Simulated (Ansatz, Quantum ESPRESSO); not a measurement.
# TlS (Pm-3m): from the cell to the phonon bands, part 2 of 3

How does TlS (Pm-3m) vibrate, and is this structure a minimum?

Quantum ESPRESSO 7.5; DFT LDA, scalar-relativistic, plane waves, PseudoDojo norm-conserving pseudopotentials.

So far. Step 2 (A probe with smearing): No gap opens on this mesh, so smearing is kept; the start stands at -5.0 GPa. Step 4 (Self-consistent run for the response): The cell stands at -0.012 GPa, close enough for phonons. The relaxed cell has a = 3.480 Å (conventional setting).

### 7. Phonons on a q mesh

Linear response treats each wavevector in the unit cell, with no supercell; the 2×2×2 mesh fixes the range of the force constants to be had. The change of the potential is kept for the electron-phonon matrix elements.

ph.in reads:

```
phonons
&INPUTPH
  prefix          = 'x'
  outdir          = './tmp'
  fildyn          = 'x.dyn'
  tr2_ph          = 1.0d-18
  alpha_mix(1)    = 0.4
  nmix_ph         = 8
  ldisp           = .true.
  nq1             = 2
  nq2             = 2
  nq3             = 2
  electron_phonon = 'interpolated'
  fildvscf        = 'dvscf'
  el_ph_sigma     = 0.005
  el_ph_nsigma    = 10
/
```

Run with:

```console
$ OMP_NUM_THREADS=1 mpirun -n 4 ph.x -nk 4 -in ph.in > ph.out
```

Numbers of over 12 decimals in the logs are rounded to 6 here.

What it wrote:

```text
[banners, grids, parts of the stress and lines that vanish by symmetry left out]
[banner, memory and clock lines left out]
Program PHONON v.7.5

     ./tmp/x.save/

     IMPORTANT: XC functional enforced from input :
     Exchange-correlation= PW
                           (   1   4   0   0   0   0   0)
     Any further DFT definition will be discarded
     Please, verify this is what you really want

     G-vector sticks info

     Reading collected, re-writing distributed wavefunctions in ./tmp/

     Dynamical matrices for ( 2, 2, 2)  uniform grid of q-points
     (   4 q-points):
       N         xq(1)         xq(2)         xq(3)
       1   0.000000000   0.000000000   0.000000000
       2   0.000000000   0.000000000  -0.500000000
       3   0.000000000  -0.500000000  -0.500000000
       4  -0.500000000  -0.500000000  -0.500000000

     Number and degeneracy of irreps per q-point
       N         xq(1)         xq(2)         xq(3)   N irreps
       1   0.000000000   0.000000000   0.000000000       2
        3   3
       2   0.000000000   0.000000000  -0.500000000       4
[...]
3   0.000000000  -0.500000000  -0.500000000       4
[...]
4  -0.500000000  -0.500000000  -0.500000000       2
        3   3

     Saving dvscf to file. Distribute only q points, not irreducible representations.

     Calculation of q =    0.0000000   0.0000000   0.0000000

     phonons

     bravais-lattice index     =            1
     lattice parameter (alat)  =       6.5763  a.u.
     unit-cell volume          =     284.4090 (a.u.)^3
     number of atoms/cell      =            2
     number of atomic types    =            2
     kinetic-energy cut-off    =      62.0000  Ry
     charge density cut-off    =     248.0000  Ry
     convergence threshold     =      1.0E-18
     beta                      =       0.4000
     number of iterations used =            8
     Exchange-correlation= PW
                           (   1   4   0   0   0   0   0)

     celldm(1)=    6.57629  celldm(2)=    0.00000  celldm(3)=    0.00000
     celldm(4)=    0.00000  celldm(5)=    0.00000  celldm(6)=    0.00000

     crystal axes: (cart. coord. in units of alat)
               a(1) = (  1.0000  0.0000  0.0000 )
               a(2) = (  0.0000  1.0000  0.0000 )
               a(3) = (  0.0000  0.0000  1.0000 )

     reciprocal axes: (cart. coord. in units 2 pi/alat)
               b(1) = (  1.0000  0.0000  0.0000 )
               b(2) = (  0.0000  1.0000  0.0000 )
               b(3) = (  0.0000  0.0000  1.0000 )

     Atoms inside the unit cell:

     Cartesian axes

     site n.  atom      mass           positions (alat units)
        1  Tl    204.3800   tau(    1) = (    0.50000    0.50000    0.50000  )
        2  S      32.0600   tau(    2) = (    0.00000    0.00000    0.00000  )

     Computing dynamical matrix for
                    q = (   0.0000000   0.0000000   0.0000000 )

     49 Sym.Ops. (with q -> -q+G )

     G cutoff =  271.6778  (  18805 G-vectors)     FFT grid: ( 36, 36, 36)

     number of k points=    35  Marzari-Vanderbilt smearing, width (Ry)=  0.0200

     PseudoPot. # 1 for Tl read from file:
     ./pseudo/Tl.upf
     Pseudo is Norm-conserving + core correction, Zval = 13.0

     PseudoPot. # 2 for S  read from file:
     ./pseudo/S.upf
     Pseudo is Norm-conserving + core correction, Zval =  6.0

     Mode symmetry, O_h (m-3m)  point group:

     Atomic displacements:
     There are    2 irreducible representations

     Representation     1      3 modes -  To be done

     Representation     2      3 modes -  To be done

     Alpha used in Ewald sum =   2.4000

     Representation #   1 modes #   1   2   3

     Self-consistent Calculation
      thresh= 1.000E-02 alpha_mix =  0.400 |ddv_scf|^2 =  3.203E-07
      thresh= 5.659E-05 alpha_mix =  0.400 |ddv_scf|^2 =  9.248E-09
      thresh= 9.617E-06 alpha_mix =  0.400 |ddv_scf|^2 =  1.353E-09
      thresh= 3.678E-06 alpha_mix =  0.400 |ddv_scf|^2 =  1.224E-10
[...]
End of self-consistent calculation

     Convergence has been achieved

     Representation #   2 modes #   4   5   6

     Self-consistent Calculation
[...]
End of self-consistent calculation

     Convergence has been achieved

     Number of q in the star =    1
     List of q in the star:
[...]
Diagonalizing the dynamical matrix

     q = (    0.000000000   0.000000000   0.000000000 )

 **************************************************************************
     freq (    1) =      -0.026496 [THz] =      -0.883809 [cm-1]
     freq (    2) =      -0.026496 [THz] =      -0.883809 [cm-1]
     freq (    3) =      -0.026496 [THz] =      -0.883809 [cm-1]
     freq (    4) =       1.891857 [THz] =      63.105564 [cm-1]
     freq (    5) =       1.891857 [THz] =      63.105564 [cm-1]
     freq (    6) =       1.891857 [THz] =      63.105564 [cm-1]
 **************************************************************************

     Mode symmetry, O_h (m-3m)  point group:

     freq (   1-   3) =         -0.9  [cm-1]   --> T_1u G_15  G_4- I
     freq (   4-   6) =         63.1  [cm-1]   --> T_1u G_15  G_4- I
     Electron-phonon interaction  ...

     [... narrower broadenings left out ...]
     Gaussian Broadening:   0.020 Ry, ngauss=   0
     DOS =  7.777664 states/spin/Ry/Unit Cell at Ef=  9.718012 eV
     lambda(    1)=  0.0000   gamma=    0.01 GHz
     lambda(    2)=  0.0000   gamma=    0.01 GHz
     lambda(    3)=  0.0000   gamma=    0.01 GHz
     lambda(    4)=  0.0136   gamma=    0.36 GHz
     lambda(    5)=  0.0136   gamma=    0.36 GHz
     lambda(    6)=  0.0136   gamma=    0.36 GHz
     [... wider broadenings left out ...]

     Number of q in the star =    1
     List of q in the star:
[...]
Calculation of q =    0.0000000   0.0000000  -0.5000000
     [... set-up and bands at k+q left out ...]

     Mode symmetry, D_4h(4/mmm) point group:

     Atomic displacements:
     There are    4 irreducible representations

     Representation     1      1 modes -  To be done

     Representation     2      2 modes -  To be done

[...]
Message from routine init_vloc:
     Interpolation table for Vloc re-allocated

     Alpha used in Ewald sum =   2.4000

     Representation #   1 mode #   1

     Self-consistent Calculation

[...]
[... iterations left out ...]
[...]
End of self-consistent calculation

     Convergence has been achieved

     Representation #   2 modes #   2   3

     Self-consistent Calculation

[...]
[... iterations left out ...]
[...]
End of self-consistent calculation

     Convergence has been achieved

     Representation #   3 mode #   4

[...]
[... iterations left out ...]
[...]
Convergence has been achieved

     Representation #   4 modes #   5   6

[...]
[... iterations left out ...]
[...]
Convergence has been achieved

     Number of q in the star =    3
     List of q in the star:
[...]
Diagonalizing the dynamical matrix

     q = (    0.000000000   0.000000000  -0.500000000 )

 **************************************************************************
     freq (    1) =      -1.135383 [THz] =     -37.872308 [cm-1]
     freq (    2) =      -1.135383 [THz] =     -37.872308 [cm-1]
     freq (    3) =       0.777303 [THz] =      25.928021 [cm-1]
     freq (    4) =       0.777303 [THz] =      25.928021 [cm-1]
     freq (    5) =       2.634060 [THz] =      87.862800 [cm-1]
     freq (    6) =       3.633011 [THz] =     121.184194 [cm-1]
 **************************************************************************

     Mode symmetry, D_4h(4/mmm) point group:

     freq (   1-   2) =        -37.9  [cm-1]   --> E_u  X_5' M_5'
     freq (   3-   4) =         25.9  [cm-1]   --> E_g  X_5  M_5
     freq (   5-   5) =         87.9  [cm-1]   --> A_1g X_1  M_1
     freq (   6-   6) =        121.2  [cm-1]   --> A_2u X_4' M_4'
     Electron-phonon interaction  ...

     [... narrower broadenings left out ...]
     Gaussian Broadening:   0.020 Ry, ngauss=   0
     DOS =  7.777664 states/spin/Ry/Unit Cell at Ef=  9.718012 eV
     lambda(    1)= -1.1002   gamma=   10.53 GHz
     lambda(    2)= -1.0979   gamma=   10.51 GHz
     lambda(    3)=  0.0767   gamma=    0.34 GHz
     lambda(    4)=  0.0765   gamma=    0.34 GHz
     lambda(    5)=  0.1197   gamma=    6.17 GHz
     lambda(    6)=  0.4986   gamma=   48.88 GHz
     [... wider broadenings left out ...]

     Number of q in the star =    3
     List of q in the star:
[...]
Calculation of q =    0.0000000  -0.5000000  -0.5000000
     [... set-up and bands at k+q left out ...]

     Mode symmetry, D_4h(4/mmm) point group:

     Atomic displacements:
     There are    4 irreducible representations

[...]
Alpha used in Ewald sum =   2.4000

     Representation #   1 mode #   1

[...]
Convergence has been achieved

     Representation #   2 mode #   2

[...]
Convergence has been achieved

     Representation #   3 modes #   3   4

[...]
Convergence has been achieved

     Representation #   4 modes #   5   6

[...]
Convergence has been achieved

     Number of q in the star =    3
     List of q in the star:
[...]
Diagonalizing the dynamical matrix

     q = (    0.000000000  -0.500000000  -0.500000000 )

 **************************************************************************
     freq (    1) =      -4.564196 [THz] =    -152.245186 [cm-1]
     freq (    2) =      -0.436770 [THz] =     -14.569068 [cm-1]
     freq (    3) =       1.946940 [THz] =      64.942943 [cm-1]
     freq (    4) =       1.946940 [THz] =      64.942943 [cm-1]
     freq (    5) =       5.647195 [THz] =     188.370133 [cm-1]
     freq (    6) =       5.647195 [THz] =     188.370133 [cm-1]
 **************************************************************************

     Mode symmetry, D_4h(4/mmm) point group:

     freq (   1-   1) =       -152.2  [cm-1]   --> A_2u X_4' M_4'
     freq (   2-   2) =        -14.6  [cm-1]   --> B_1u X_2' M_2'
     freq (   3-   4) =         64.9  [cm-1]   --> E_u  X_5' M_5'
     freq (   5-   6) =        188.4  [cm-1]   --> E_u  X_5' M_5'
     Electron-phonon interaction  ...

     [... narrower broadenings left out ...]
     Gaussian Broadening:   0.020 Ry, ngauss=   0
     DOS =  7.777664 states/spin/Ry/Unit Cell at Ef=  9.718012 eV
     lambda(    1)= -0.2242   gamma=   34.69 GHz
     lambda(    2)=  0.0000   gamma=    0.07 GHz
     lambda(    3)=  0.0084   gamma=    0.24 GHz
     lambda(    4)=  0.0084   gamma=    0.24 GHz
     lambda(    5)=  0.0620   gamma=   14.69 GHz
     lambda(    6)=  0.0620   gamma=   14.69 GHz
     [... wider broadenings left out ...]

     Number of q in the star =    3
     List of q in the star:
[...]
Calculation of q =   -0.5000000  -0.5000000  -0.5000000
     [... set-up and bands at k+q left out ...]

     Mode symmetry, O_h (m-3m)  point group:

     Atomic displacements:
     There are    2 irreducible representations

     Representation     1      3 modes -  To be done

     Representation     2      3 modes -  To be done

     Alpha used in Ewald sum =   2.4000

     Representation #   1 modes #   1   2   3

     Self-consistent Calculation

[...]
[... iterations left out ...]
[...]
End of self-consistent calculation

     Convergence has been achieved

     Representation #   2 modes #   4   5   6

     Self-consistent Calculation

      thresh= 1.000E-02 alpha_mix =  0.400 |ddv_scf|^2 =  9.010E-07

      [... iterations left out ...]
      thresh= 7.757E-10 alpha_mix =  0.400 |ddv_scf|^2 =  9.397E-19

     End of self-consistent calculation

     Convergence has been achieved

     Number of q in the star =    1
     List of q in the star:
          1  -0.500000000  -0.500000000  -0.500000000

     Diagonalizing the dynamical matrix

     q = (   -0.500000000  -0.500000000  -0.500000000 )

 **************************************************************************
     freq (    1) =       2.129565 [THz] =      71.034645 [cm-1]
     freq (    2) =       2.129565 [THz] =      71.034645 [cm-1]
     freq (    3) =       2.129565 [THz] =      71.034645 [cm-1]
     freq (    4) =       4.527298 [THz] =     151.014400 [cm-1]
     freq (    5) =       4.527298 [THz] =     151.014400 [cm-1]
     freq (    6) =       4.527298 [THz] =     151.014400 [cm-1]
 **************************************************************************

     Mode symmetry, O_h (m-3m)  point group:

     freq (   1-   3) =         71.0  [cm-1]   --> T_2g G_25' G_5+
     freq (   4-   6) =        151.0  [cm-1]   --> T_1u G_15  G_4-
     Electron-phonon interaction  ...

     [... narrower broadenings left out ...]
     Gaussian Broadening:   0.020 Ry, ngauss=   0
     DOS =  7.777664 states/spin/Ry/Unit Cell at Ef=  9.718012 eV
     lambda(    1)=  0.0447   gamma=    1.51 GHz
     lambda(    2)=  0.0464   gamma=    1.56 GHz
     lambda(    3)=  0.0451   gamma=    1.52 GHz
     lambda(    4)=  0.3365   gamma=   51.23 GHz
     lambda(    5)=  0.3346   gamma=   50.94 GHz
     lambda(    6)=  0.3358   gamma=   51.12 GHz
     [... wider broadenings left out ...]

     Number of q in the star =    1
     List of q in the star:
          1  -0.500000000  -0.500000000  -0.500000000


[key lines of the parts left out:]
the Fermi energy is     9.6927 ev
```

The job ended after 6.4 min (4 MPI ranks of Arm Neoverse V2, shared host; 25 min of CPU time).

This step gave:

```yaml
largest_acoustic_frequency_at_the_zone_centre_before_the_sum_rule: -0.88 cm⁻¹
highest_optical_zone_centre_mode_no_lo_to_term: 63.11 cm⁻¹
lowest_optical_zone_centre_mode: 63.11 cm⁻¹
lowest_mode_on_the_q_mesh_acoustic_ones_at_the_zone_centre_apart: -152.2 cm⁻¹
```

Frequencies (cm⁻¹) at each irreducible wavevector; negative means imaginary. Frequencies by wavevector:

```csv
q (fractions),star,mode 1,mode 2,mode 3,mode 4,mode 5,mode 6
0 0 0,1,-0.88,-0.88,-0.88,63.11,63.11,63.11
0 0 -0.5,3,-37.87,-37.87,25.93,25.93,87.86,121.2
0 -0.5 -0.5,3,-152.2,-14.57,64.94,64.94,188.4,188.4
-0.5 -0.5 -0.5,1,71.03,71.03,71.03,151,151,151
```

Couplings of single modes at a Gaussian broadening of 0.02 Ry, as ph.x prints them; it sets λ to zero for modes under 20 cm⁻¹. Mode couplings:

```csv
q (fractions),mode,frequency (cm⁻¹),λ,linewidth γ (GHz)
0 0 -0.5,3,25.93,0.0767,0.34
0 0 -0.5,4,25.93,0.0765,0.34
0 0 -0.5,5,87.86,0.1197,6.17
0 0 -0.5,6,121.2,0.4986,48.88
0 -0.5 -0.5,3,64.94,0.0084,0.24
0 -0.5 -0.5,4,64.94,0.0084,0.24
0 -0.5 -0.5,5,188.4,0.062,14.69
0 -0.5 -0.5,6,188.4,0.062,14.69
-0.5 -0.5 -0.5,1,71.03,0.0447,1.51
-0.5 -0.5 -0.5,2,71.03,0.0464,1.56
-0.5 -0.5 -0.5,3,71.03,0.0451,1.52
-0.5 -0.5 -0.5,4,151,0.3365,51.23
-0.5 -0.5 -0.5,5,151,0.3346,50.94
-0.5 -0.5 -0.5,6,151,0.3358,51.12
```

Optical modes; normalised displacements of the dynamical-matrix file. Modes at Γ, with each element's share of the kinetic energy:

```csv
mode,frequency (cm⁻¹),symmetry,Tl %,S %
1,63.1,T1u,14,86
2,63.1,T1u,14,86
3,63.1,T1u,14,86
```

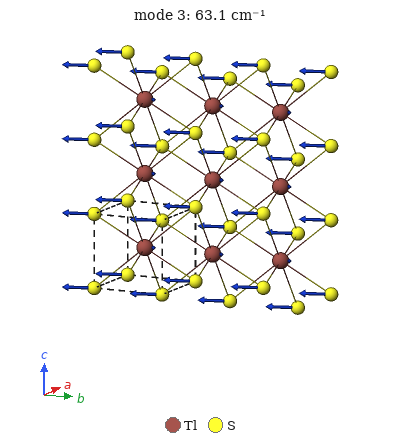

Displacement patterns of mode 3 at Γ; arrows are exaggerated. 1×3×3 cells are drawn. Some periodic images of atoms are drawn too.

The acoustic modes at Γ come out as far as 0.9 cm⁻¹ from zero, where they should vanish, a small numerical error.

### 8. Fourier transform to real space

The dynamical matrices of the mesh are Fourier-transformed to force constants in real space.

q2r.in reads:

```
&INPUT
  fildyn = 'x.dyn'
  zasr   = 'crystal'
  flfrc  = 'x.fc'
  la2F   = .true.
/
```

Run with:

```console
$ q2r.x < q2r.in > q2r.out
```

What it wrote:

```text
[banners, grids, parts of the stress and lines that vanish by symmetry left out]
[banner, memory and clock lines left out]
Program Q2R v.7.5

  reading grid info from file x.dyn0

  reading force constants from file x.dyn1
  Dielectric Tensor not found
  nqs=            1
 q=   0.00000000  0.00000000  0.00000000
  reading force constants from file x.dyn2
  nqs=            3
 q=   0.00000000  0.00000000 -0.50000000
[...]
reading force constants from file x.dyn3
  nqs=            3
[...]
q=  -0.50000000  0.00000000 -0.50000000
  reading force constants from file x.dyn4
  nqs=            1
 q=  -0.50000000 -0.50000000 -0.50000000

      q-space grid ok, #points =    8

      fft-check success (sum of imaginary terms < 10^-12)

   Preparing gamma for a2F

 Broadening =      0.005
      q-space grid ok, #points =    8

      fft-check success (sum of imaginary terms < 10^-12)

 Broadening =      0.010
[...]
Broadening =      0.045
      q-space grid ok, #points =    8

      fft-check success (sum of imaginary terms < 10^-12)

 Broadening =      0.050
      q-space grid ok, #points =    8

      fft-check success (sum of imaginary terms < 10^-12)
```

Wall time 0.48 s (1 thread).

### 9. Interpolated phonon bands

From the force constants any wavevector is cheap; points of the mesh come back as solved, but for the sum rule and, in polar crystals, the LO-TO term at Γ; the rest is interpolation.

matdyn.in reads:

```
&INPUT
  asr              = 'crystal'
  flfrc            = 'x.fc'
  flfrq            = 'x.freq'
  flvec            = 'x.modes'
  q_in_band_form   = .true.
  q_in_cryst_coord = .true.
/
8
  0.0000000   0.0000000   0.0000000  12  ! GAMMA
  0.0000000   0.5000000   0.0000000  12  ! X
  0.5000000   0.5000000   0.0000000  12  ! M
  0.0000000   0.0000000   0.0000000  12  ! GAMMA
  0.5000000   0.5000000   0.5000000  12  ! R
  0.0000000   0.5000000   0.0000000   1  ! X
  0.5000000   0.5000000   0.5000000  12  ! R
  0.5000000   0.5000000   0.0000000   1  ! M
```

Run with:

```console
$ matdyn.x -in matdyn.in > matdyn.out
```

What it wrote:

```text
[banner, memory and clock lines left out]
Program MATDYN v.7.5

 mass for atomic type   1 not given; uses mass from file x.fc
 mass for atomic type   2 not given; uses mass from file x.fc
 Norm of the difference between old and new effective charges:    0.000000

 Norm of the difference between old and new force-constants:   4.68888e-06

     Message from routine matdyn:
     Z* not found in file x.fc, TO-LO splitting at q=0 will be absent!
     Message from routine matdyn:
     Z* not found in file x.fc, TO-LO splitting at q=0 will be absent!

Note: The following floating-point exceptions are signalling: IEEE_UNDERFLOW_FLAG
```

Run time: 0.47 s. Hardware: 1 thread.

Numbers from this step:

```yaml
lowest_frequency_on_the_path: -152.2 cm⁻¹
```

Matdyn.x, sum rule crystal. Phonon branches along the path, in cm⁻¹:

```csv
point,branch 1,branch 2,branch 3,branch 4,branch 5,branch 6
Γ,0,0,0,63,63,63
X,-38,-38,26,26,88,121
M,-152,-15,65,65,188,188
Γ,0,0,0,63,63,63
R,71,71,71,151,151,151
X,-38,-38,26,26,88,121
jump to R,71,71,71,151,151,151
M,-152,-15,65,65,188,188
```

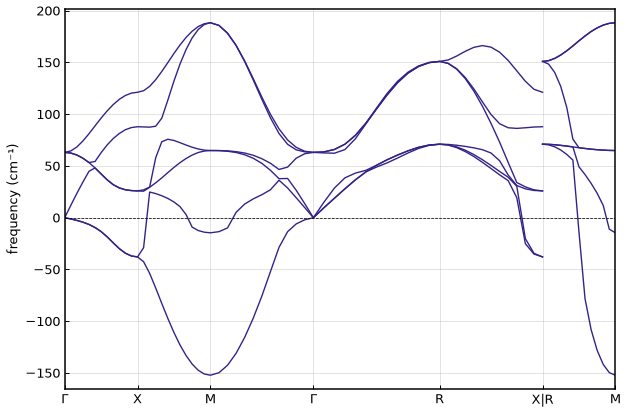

Phonon branches along the path.

Lowest modes at the softest wavevector of the mesh; phase exp(i q.(R + tau)). Modes at q = (0.000, 0.500, 0.500), with each element's share of the kinetic energy (negative means imaginary):

```csv
mode,frequency (cm⁻¹),Tl %,S %
1,-152.2,0,100
2,-14.6,100,0
3,64.9,99,1
4,64.9,99,1
5,188.4,1,99
6,188.4,1,99
```

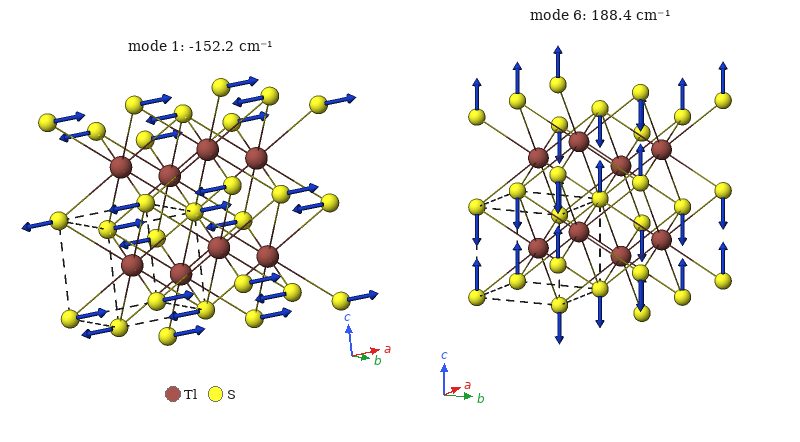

Displacement patterns of modes 1 and 6 at q = (0.000, 0.500, 0.500); arrows are exaggerated. 2×2×2 cells are drawn. Some periodic images of atoms are drawn too.

Force constants by pair (phonopy on the run's constants); pairs near half the supercell's span include their periodic images. Pair force constants, by row:

```csv
atom,neighbour,distance (Å),third of the trace (eV/Å²),along the pair's line (eV/Å²)
Tl1,itself,0,2.237,–
Tl1,S,3.014,-0.0507,-0.3329
Tl1,Tl,3.48,-0.4262,-1.922
Tl1,Tl,4.921,-0.0458,-0.1805
Tl1,Tl,6.028,-0.4147,-0.4147
S2,itself,0,1.252,–
S2,Tl,3.014,-0.0507,-0.3329
S2,S,3.48,-0.4575,-1.918
S2,S,4.921,0.0986,0.512
S2,S,6.028,0.231,0.231
```

Mode patterns, pair constants, displacements and means over the zone were worked out by phonopy from the force constants of q2r.x.

The path dips to 152i cm⁻¹.

(Continued in part 3 of 3.)

[Host names and launcher messages were left out of these logs when they were recorded.]

[Logs are printed without paths, hosts, clocks, repeated set-up lines and the standing remarks that a program may print on its own settings, such as how far it seeks lower states.]

[Hosts, paths, dates, database ids (printed as entryN), source tags and the programs' standing remarks are cut or masked in the printed files.]
